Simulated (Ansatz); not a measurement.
**KTaO3 (Pm-3m): phonons against volume**

Aim: how the vibrations of KTaO3 shift with volume, and the expansion that follows.

Program: Ansatz 0.2.0. Level of theory: DFT LDA, scalar-relativistic, plane waves, PAW; PAW set soft_1. Results are calculated unless marked as measured.

**1. Set-up**

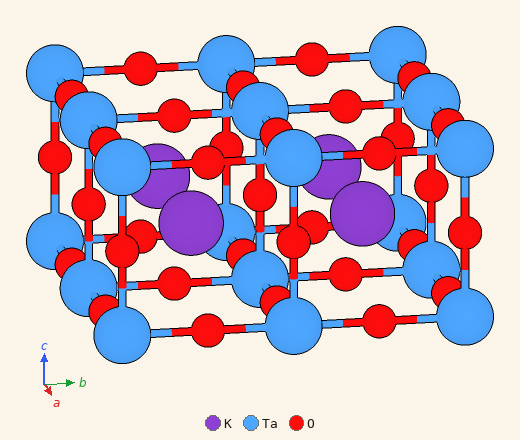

The cell as given, slightly off an axis (potassium purple, tantalum blue, oxygen red). 2×2×1 cells are drawn. Some periodic images of atoms are drawn too.

**2. Probe on a coarse mesh**

Before spending time, one coarse run tells the gap and the pressure of the starting cell.

Input file input.yaml:

```yaml
crystal:
  lattice:
    - [3.9883, 0.0, 0.0]
    - [0.0, 3.9883, 0.0]
    - [0.0, 0.0, 3.9883]
  atoms:
    - { symbol: K, position: [0.5, 0.5, 0.5] }
    - { symbol: Ta, position: [0.0, 0.0, 0.0] }
    - { symbol: O, position: [0.5, 0.0, 0.0] }
    - { symbol: O, position: [0.0, 0.5, 0.0] }
    - { symbol: O, position: [0.0, 0.0, 0.5] }
kpoints:
  mp_grid: { grid: [4, 4, 4] }
hamiltonian:
  xc: lda
  pseudopotentials: { kind: paw, azcp: { folder: soft_1 }, xc_functional: pbe }
scf:
  occupations: { method: gaussian, width: 0.1 }
  lower_state_search: "off"
output:
  forces: true
  stress: true
  eigenvalues: true
```

Command:

```sh
$ ansatz run input.yaml --threads 18 --pin off --max-ram 92160MiB --backend cuda --events-out ev --progress --plain --runs-dir out --max-vram 78GiB
```

Numbers of over 12 decimals in the logs are rounded to 6 here.

The log of the run:

```text
Engine: ansatz 0.2.0, aarch64-unknown-linux-gnu
Pseudopotentials: kind: paw
Pseudopotential: K, paw, valence charge 9, recommended cutoff 420 eV (normal), soft_1/K.paw.azcp
Pseudopotential: Ta, paw, valence charge 13, recommended cutoff 420 eV (normal), soft_1/Ta.paw.azcp
Pseudopotential: O, paw, valence charge 6, recommended cutoff 420 eV (normal), soft_1/O.paw.azcp
Functional definition: SPW92
  exchange = slater_x
  correlation = pw_c
device memory: the entry about to start is reckoned to put 0.8 GiB on a device that reports 182.5 GiB free (of which the cap on the GPU budget leaves the run 78.0 GiB)
GPU FFT provider: cuFFT
GPU libraries: cuBLAS 13.8.1, cuFFT 12.4.0, cuSOLVER 12.3.2
GPU matrix products: emulated (plane waves: as basis.precision tells), large ones in fixed point in workspaces of 1.00 GiB
Crystal: 5 atoms, lattice volume = 63.440 Å³
Basis set: ecut = 420 eV, 1237 PW (Γ)
Bands: 25, of which v1, the nominal top of the filled ones, is band 20 counted from 1 (19 counted from 0)
Symmetry: 48 space group operations
Space group: Pm-3m (ITA 221), of the structure as read, at distance tolerance 4.0e-5 Å
k-points: 10 of 64
Non-local potential: K, projectors of the file, l = 0: 3, l = 1: 2, l = 2: 2
Non-local potential: Ta, projectors of the file, l = 0: 3, l = 1: 2, l = 2: 2, l = 3: 1
Non-local potential: O, projectors of the file, l = 0: 2, l = 1: 2, l = 2: 1
PAW form: soft (Blöchl's): semilocal exchange-correlation on the pseudo side does not see the compensation charge
PAW frozen core: K, regenerated for the run's functional, and the local potential with it (the file was generated under x = pbe(κ = 0.804, μ = 0.219515), c = pbe(β = 0.066725))
PAW frozen core: Ta, regenerated for the run's functional, and the local potential with it (the file was generated under x = pbe(κ = 0.804, μ = 0.219515), c = pbe(β = 0.066725))
PAW frozen core: O, regenerated for the run's functional, and the local potential with it (the file was generated under x = pbe(κ = 0.804, μ = 0.219515), c = pbe(β = 0.066725))
PAW one-centre angular grid: K, 110 points (default); XC on 64 Gauss nodes
PAW one-centre angular grid: Ta, 590 points (default); XC on 64 Gauss nodes
PAW one-centre angular grid: O, 110 points (default); XC on 64 Gauss nodes
Initial density: superposition of atomic densities (chi_scale 0.1, normalization cell, long waves kept (reshape's long-wave potential 0.00 eV rms))
Initial wavefunctions: pseudopotential atomic-orbital guess
GPU buffer pool allocated for 19683 grid points (all kernels)
GPU transforms: local potential and band sums: pruned to the plane-wave sphere, on 27×27×27
Functional: x = slater, c = lda
SCF iter   1: F=—  HF=-12852.301303 eV  |F-HF|=—  |Δ(HF+E_count)|=         —  Δρ=5.46e-2  dr2=1.69e0  ethr=3.10e-3  ⟨swp⟩=5.9  Hψ=1188  notcnv=0
preconditioner: auto → Resta (q_TF=auto, 2.526 Å⁻¹)  ε∞=4.5  [insulator: Δε(μ)=2.419 eV  Ē_g=13.573 eV  σ=0.100 eV  W_gap=1.00  n_scr=18 (ndim 8)  ℏωp=25.5 eV  f_vac=0.000  D(μ)=0.00/eV (n_scr^D=0)  ε∞_Penn≈4.5]
SCF iter   2: F=—  HF=-12851.902490 eV  |F-HF|=—  |Δ(HF+E_count)|=   3.99e-1  Δρ=2.79e-2  dr2=4.60e-1  ethr=3.10e-3  ⟨swp⟩=2.2  Hψ=470  notcnv=0  defer=10
SCF iter   3: F=—  HF=-12851.769374 eV  |F-HF|=—  |Δ(HF+E_count)|=   1.33e-1  Δρ=5.09e-3  dr2=1.55e-2  ethr=1.15e-3  ⟨swp⟩=2.8  Hψ=447  notcnv=0  defer=10
SCF iter   4: F=—  HF=-12851.766793 eV  |F-HF|=—  |Δ(HF+E_count)|=   2.58e-3  Δρ=3.57e-3  dr2=7.02e-3  ethr=3.88e-5  ⟨swp⟩=2.0  Hψ=386  notcnv=0  defer=10
SCF iter   5: F=—  HF=-12851.765309 eV  |F-HF|=—  |Δ(HF+E_count)|=   1.48e-3  Δρ=8.67e-4  dr2=3.08e-4  ethr=1.76e-5  ⟨swp⟩=2.0  Hψ=383  notcnv=0  defer=10
SCF iter   6: F=—  HF=-12851.765226 eV  |F-HF|=—  |Δ(HF+E_count)|=   8.28e-5  Δρ=9.60e-5  dr2=5.43e-6  ethr=7.71e-7  ⟨swp⟩=2.6  Hψ=409  notcnv=0  defer=10
SCF iter   7: F=—  HF=-12851.765376 eV  |F-HF|=—  |Δ(HF+E_count)|=   1.50e-4  Δρ=1.53e-5  dr2=1.19e-7  ethr=1.36e-8  ⟨swp⟩=2.0  Hψ=341  notcnv=0  defer=10
SCF iter   8: F=-12851.765376 eV  HF=-12851.765376 eV  |F-HF|=9.09e-12  |Δ(HF+E_count)|=   2.95e-8  Δρ=1.64e-6  dr2=1.46e-9  ethr=2.50e-10  ⟨swp⟩=10.6  Hψ=1136  notcnv=0
SCF 1 converged in 8 iterations: F = -12851.765376 eV  dr2 = 1.46e-9
  greatest PAW one-centre occupation: 0.999 electrons in one spin orbital (limit 2), on the Ta atom at site 1 (counted from 0), in its partial waves of l = 0
SCF converged after 8 iterations
Free energy (F): -12851.765376 eV
Harris-Foulkes:  -12851.765376 eV  (|F-HF|=9.09e-12)
Internal energy: -12851.765376 eV  (E = F + TS)
E sigma→0 (E₀):  -12851.765376 eV
Fermi energy:    9.374505 eV
--- Per-component energies (eV) ---
  E_band       = -266.241786
  E_kinetic    = 1144.989425
  E_local      = -2220.026004  (includes V_loc(G=0)·N_el)
  E_nonlocal   = 174.644052
  E_hartree    = 787.267264
  E_xc         = -661.859380
  E_vxc        = -668.311034  (∫ρ·V_xc dr)
  E_paw        = -9256.253200  (= ΣΔE_a)
  E_vpaw       = -272.076286  (= ΣTr[D̂ρ^β])
  E_aug_tail   = 0.002586  (compensation charges beyond the density's cutoff)
  E_ewald      = -2821.337382
  E_core_change = 0.807262  (= ΣΔE_core)
  E_smearing   = -0.000000  (= −TS)
  E_closure    = 0.000000  (closes the sum)
  Σ components = -12851.765376   (vs F -12851.765376, Δ=0.00e0)
--- Forces (eV/Å), atoms counted from 1 ---
  atom   1  K     -0.00000000    -0.00000000    -0.00000000
  atom   2  Ta     0.00000000     0.00000000    -0.00000000
  atom   3  O     -0.00000000    -0.00000000     0.00000000
  atom   4  O     -0.00000000     0.00000000    -0.00000000
  atom   5  O     -0.00000000     0.00000000    -0.00000000
  max |Σ_I F_I| component: 8.23e-25 eV/Å
--- Stress (GPa, compression-positive) ---
       -5.703550       0.000000       0.000000
        0.000000      -5.703550       0.000000
        0.000000       0.000000      -5.703550
  P = ⅓ Tr σ = -5.7036 GPa (-57.036 kbar)
--- Band table (eV; the first three rows and the last of 10) ---
  k-point 0: bands = [... 16 lower, 7.2668, 7.7126, 7.7126, 7.7126, 10.4053, 10.4053, 10.4053, 14.7157, ... 1 higher]
  k-point 1: bands = [... 16 lower, 6.6451, 7.0139, 7.5501, 7.5501, 10.4852, 11.9290, 11.9290, 15.1733, ... 1 higher]
  k-point 2: bands = [... 16 lower, 6.1605, 6.7826, 7.4842, 7.4842, 10.5688, 13.3009, 13.3009, 15.1892, ... 1 higher]
  k-point 9: bands = [... 16 lower, 4.4046, 8.3436, 8.3436, 8.3436, 14.7608, 14.7608, 14.7608, 17.0699, ... 1 higher]
```

Wall time 0.8 s (1 × NVIDIA GB200 with 18 threads of Arm Neoverse V2, shared host); peak memory 1.1 GiB; 1.6 s of CPU time.

Reading the cycles: dr2 is the Hartree energy of the density residual (eV), the measure of convergence; HF is the Harris–Foulkes estimate of the energy, which meets the free energy F at convergence.

A gap read on the k-mesh alone can miss the band edges.

Numbers from this step:

| Property | Result |
| --- | --- |
| pressure | -5.704 GPa |
| gap on the k-mesh | 2.062 eV |
| volume per atom | 12.69 Å³/atom |

The start is under -5.7 GPa at this level and looks like an insulator or semiconductor on this mesh.

**3. Finding the static equilibrium**

Phonons are second derivatives about a minimum, so cell and atoms are relaxed first, inside the symmetry of the start.

input.yaml, the sections that differ from step 2:

```yaml
kpoints:
  mp_grid: { grid: [8, 8, 8] }
scf:
  occupations: { method: gaussian, width: 0.02 }
  lower_state_search: "off"
relax:
  adjacent_minimum: "off"
  f_tol: 0.005
  max_steps: 80
  cell: { stress_tol: 0.05 }
# crystal, hamiltonian, output: as in step 2
```

The log of the run:

```text
[...]
Crystal: 5 atoms, lattice volume = 63.440 Å³
Basis set: ecut = 420 eV, 1237 PW (Γ)
Bands: 25, of which v1, the nominal top of the filled ones, is band 20 counted from 1 (19 counted from 0)
Symmetry: 48 space group operations
[...]
k-points: 35 of 512
[...]
SCF iter   1: F=—  HF=-12852.321888 eV  |F-HF|=—  |Δ(HF+E_count)|=         —  Δρ=5.45e-2  dr2=1.68e0  ethr=3.10e-3  ⟨swp⟩=7.1  Hψ=4429  notcnv=0
[...]
SCF iter   2: F=—  HF=-12851.926142 eV  |F-HF|=—  |Δ(HF+E_count)|=   3.96e-1  Δρ=2.77e-2  dr2=4.58e-1  ethr=3.10e-3  ⟨swp⟩=2.2  Hψ=1678  notcnv=0  defer=35
[...]
SCF iter   8: F=-12851.790540 eV  HF=-12851.790540 eV  |F-HF|=3.02e-10  |Δ(HF+E_count)|=   6.48e-9  Δρ=1.83e-6  dr2=1.87e-9  ethr=2.50e-10  ⟨swp⟩=10.2  Hψ=4196  notcnv=0
SCF 1 converged in 8 iterations: F = -12851.790540 eV  dr2 = 1.87e-9
[...]
relax step   1: F+E_penalty+E_count = -12851.79053982 eV  Δ(F+E_penalty+E_count) = +0.000e0 eV  max|allowed force component| = 1.274e-25 eV/Å  Δτ_max = 0.0000 Å  P = -5.746 GPa  Ω = 63.440 Å³  (8 SCF iters, dr2 threshold 1.00e-7 eV, accepted)
[...]
Crystal: 5 atoms, lattice volume = 61.285 Å³
Basis set: ecut = 420 eV, 1213 PW (Γ)
[...]
iter 1 solved again at ethr=3.18e-5 eV; its pass at ethr=3.10e-3 eV (dr2=1.27e-2 eV) is discarded
[...]
SCF iter   2: F=—  HF=-12851.826676 eV  |F-HF|=—  |Δ(HF+E_count)|=   3.77e-3  Δρ=1.68e-3  dr2=1.90e-3  ethr=3.18e-5  ⟨swp⟩=2.2  Hψ=1543  notcnv=0
[...]
SCF iter   5: F=-12851.826038 eV  HF=-12851.826038 eV  |F-HF|=1.20e-8  |Δ(HF+E_count)|=   3.35e-7  Δρ=1.83e-5  dr2=2.25e-7  ethr=1.25e-9  ⟨swp⟩=5.3  Hψ=4812  notcnv=0
SCF 2 converged in 5 iterations: F = -12851.826038 eV  dr2 = 2.25e-7
[...]
SCF 3 converged in 5 iterations: F = -12851.826900 eV  dr2 = 1.40e-8
[...]
SCF 4 converged in 4 iterations: F = -12851.826962 eV  dr2 = 6.64e-10
[...]
SCF 5 converged in 5 iterations: F = -12851.822708 eV  dr2 = 2.95e-11
[...]
SCF 6 converged in 4 iterations: F = -12851.822826 eV  dr2 = 3.87e-9
[...]
SCF iter   3: F=-12851.822826 eV  HF=-12851.822826 eV  |F-HF|=2.18e-11  |Δ(HF+E_count)|=  6.55e-11  Δρ=2.46e-7  dr2=3.74e-11  ethr=1.00e-12  ⟨swp⟩=3.6  Hψ=4520  notcnv=0
SCF 7 converged in 3 iterations: F = -12851.822826 eV  dr2 = 3.74e-11
relax step   7: F+E_penalty+E_count = -12851.82282585 eV  Δ(F+E_penalty+E_count) = +2.256e-10 eV  max|allowed force component| = 1.059e-27 eV/Å  Δτ_max = 0.0000 Å  P = -0.002 GPa  Ω = 61.693 Å³  stress off target by 1.65e-3 GPa  SCF on the basis re-selected at this cell (its energy is not comparable with the rows above)  (3 SCF iters)
basis re-selected at this cell: Δ(F+E_penalty+E_count) = +2.256e-10 eV, ΔP = -0.001 GPa vs the last step (what re-selecting the basis moved, of the pressure what is left beyond the Pulay correction that the steps carried, after the strain that the cell walked since its last selection, with what the two solves' SCF thresholds leave and, on support functions, any second-order correction that the steps lacked; it is no  [...]
SCF converged after 3 iterations
Free energy (F): -12851.822826 eV
[...]
Internal energy: -12851.822826 eV  (E = F + TS)
E sigma→0 (E₀):  -12851.822826 eV
Fermi energy:    9.794222 eV
[...]
--- Stress (GPa, compression-positive) ---
       -0.001650       0.000000       0.000000
        0.000000      -0.001650       0.000000
        0.000000       0.000000      -0.001650
  P = ⅓ Tr σ = -0.0017 GPa (-0.017 kbar)
--- Band table (eV; the first three rows and the last of 35) ---
  k-point 0: bands = [... 16 lower, 7.6053, 8.1114, 8.1114, 8.1114, 10.8631, 10.8631, 10.8631, 15.3260, ... 1 higher]
  k-point 1: bands = [... 16 lower, 7.5239, 7.6382, 8.0255, 8.0255, 10.8881, 11.3773, 11.3773, 15.6116, ... 1 higher]
  k-point 2: bands = [... 16 lower, 6.9904, 7.3379, 7.9420, 7.9420, 10.9498, 12.4449, 12.4449, 15.9098, ... 1 higher]
  k-point 34: bands = [... 16 lower, 4.7068, 8.7253, 8.7253, 8.7253, 15.4137, 15.4137, 15.4137, 17.5379, ... 1 higher]
--- Relaxed structure (5 steps of the walk, 5 accepted, 2 SCFs on fresh bases) ---
  F+E_penalty+E_count = -12851.82282585 eV   max|allowed force component| = 1.059e-27 eV/Å   (the final SCF, on the basis selected at the relaxed cell)
  cell:  # Å, volume = 61.6934 Å³
    - [3.951357, 0, 0]
    - [0, 3.951357, 0.0]
    - [0, 0.0, 3.951357]
  atoms:
    - { symbol: K, position: [0.500000, 0.500000, 0.500000] }
    - { symbol: Ta, position: [0, 0, 0] }
    - { symbol: O, position: [0.500000, 0, 0] }
    - { symbol: O, position: [0, 0.500000, 0] }
    - { symbol: O, position: [0, 0, 0.500000] }
```

Elapsed: 3.7 s, on 1 × NVIDIA GB200 with 18 threads; peak memory 1.1 GiB.

Step by step:

| step | energy less that of the first step (eV) | largest force component (eV/Å) | pressure (GPa) | volume (Å³) |
| --- | --- | --- | --- | --- |
| 1 | 0.0000 | 0.0000 | -5.75 | 63.44 |
| 2 | -0.0355 | 0.0000 | 1.63 | 61.29 |
| 3 | -0.0364 | 0.0000 | -0.07 | 61.75 |
| 4 | -0.0364 | 0.0000 | 0.00 | 61.73 |
| 5 | -0.0322 | 0.0000 | -0.13 | 61.73 |
| 6 | -0.0323 | 0.0000 | 0.00 | 61.69 |
| 7* | -0.0323 | 0.0000 | 0.00 | 61.69 |

Relaxation steps marked * repeat the geometry before them on a plane-wave basis chosen anew for their cell, so energy and pressure can jump there. The log counts 2 steps on a newly chosen plane-wave basis, not all of them marked here; energy and pressure can jump at such steps.

Forces are held to the 48 operations that the run works with; a distortion that breaks them can't arise in this run.

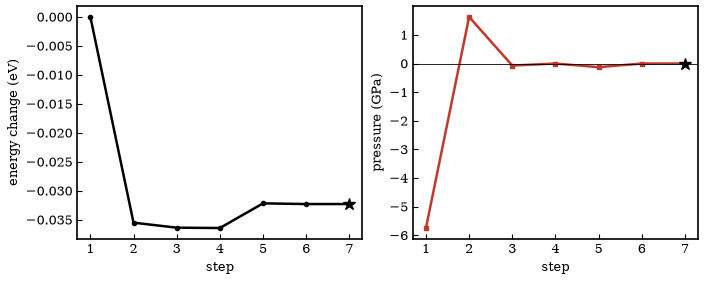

Energy and pressure along the relaxation. Stars mark steps on a basis chosen anew.

| conventional cell, symmetrised | before | after | change |
| --- | --- | --- | --- |
| a (Å) | 3.988 | 3.951 | -0.9 % |
| b (Å) | 3.988 | 3.951 | -0.9 % |
| c (Å) | 3.988 | 3.951 | -0.9 % |
| volume (Å³/atom) | 12.69 | 12.34 | -2.8 % |

The relaxed structure:

```xyz
5
Lattice="3.9514 0.0000 0.0000 0.0000 3.9514 0.0000 0.0000 0.0000 3.9514" Properties=species:S:1:pos:R:3 pbc="T T T"
K     1.9757    1.9757    1.9757
Ta    0.0000    0.0000    0.0000
O     1.9757    0.0000    0.0000
O     0.0000    1.9757    0.0000
O     0.0000    0.0000    1.9757
```

Numbers from this step:

```
pressure          : -0.001650 GPa
gap on the k-mesh : 2.138 eV
volume per atom   : 12.34 Å³/atom
```

The relaxation ends with a pressure of 0.00 GPa.

**4. Tight relaxation**

The thresholds are tightened for a last relaxation ahead of the phonons, and where mesh or smearing change with them the cell follows.

input.yaml, the sections that differ from step 3:

```yaml
crystal:
  lattice:
    - [3.9513565341, 0.0, 0.0]
    - [0.0, 3.9513565341, 0.0]
    - [0.0, 0.0, 3.9513565341]
  atoms:
    - { symbol: K, position: [0.5, 0.5, 0.5] }
    - { symbol: Ta, position: [0.0, 0.0, 0.0] }
    - { symbol: O, position: [0.5, 0.0, 0.0] }
    - { symbol: O, position: [0.0, 0.5, 0.0] }
    - { symbol: O, position: [0.0, 0.0, 0.5] }
scf:
  occupations: { method: fixed }
  lower_state_search: "off"
relax:
  adjacent_minimum: "off"
  f_tol: 0.001
  max_steps: 60
  cell: { stress_tol: 0.01 }
# kpoints, hamiltonian, output: as in step 3
```

The log of the run:

```text
[...]
GPU FFT provider: cuFFT
GPU libraries: cuBLAS 13.8.1, cuFFT 12.4.0, cuSOLVER 12.3.2
[...]
Crystal: 5 atoms, lattice volume = 61.693 Å³
Basis set: ecut = 420 eV, 1213 PW (Γ)
Bands: 25, of which v1, the nominal top of the filled ones, is band 20 counted from 1 (19 counted from 0)
Symmetry: 48 space group operations
[...]
k-points: 35 of 512
[...]
--- Relaxed structure (1 steps of the walk, 1 accepted, 1 SCFs on fresh bases) ---
[...]
cell:  # Å, volume = 61.6934 Å³
    - [3.9513565341, 0.0, 0.0]
    - [0.0, 3.9513565341, 0.0]
    - [0.0, 0.0, 3.9513565341]
  atoms:
    - { symbol: K, position: [0.500000, 0.500000, 0.500000] }
    - { symbol: Ta, position: [0.0, 0.0, 0.0] }
    - { symbol: O, position: [0.500000, 0.0, 0.0] }
    - { symbol: O, position: [0.0, 0.500000, 0.0] }
    - { symbol: O, position: [0.0, 0.0, 0.500000] }
[key lines of the parts left out:]
SCF converged after 5 iterations
Free energy (F): -12851.822826 eV
Fermi energy:    8.725306 eV
P = ⅓ Tr σ = -0.0016 GPa (-0.016 kbar)
```

The job ended after 1.4 s (1 × NVIDIA GB200 with 18 threads; peak memory 1.1 GiB; 3.2 s of CPU time).

Little changed from the start: no atom moved by 0.005 Å and no cell edge by 0.1 %.

This step gave:

| Property | Result |
| --- | --- |
| pressure | -0.001620 GPa |

The residual pressure is -0.0016 GPa, small enough for phonons.

[end of part 1 of 4]

[Logs are printed without paths, hosts, clocks, repeated set-up lines and the standing remarks that a program may print on its own settings, such as how far it seeks lower states.]

[Hosts, paths, dates, database ids (printed as entryN), source tags and the programs' standing remarks are cut or masked in the printed files.]

[A step with changed settings may run another functional than the one named; its input shows which.]

[Of the runs on displaced cells, only some may be shown.]
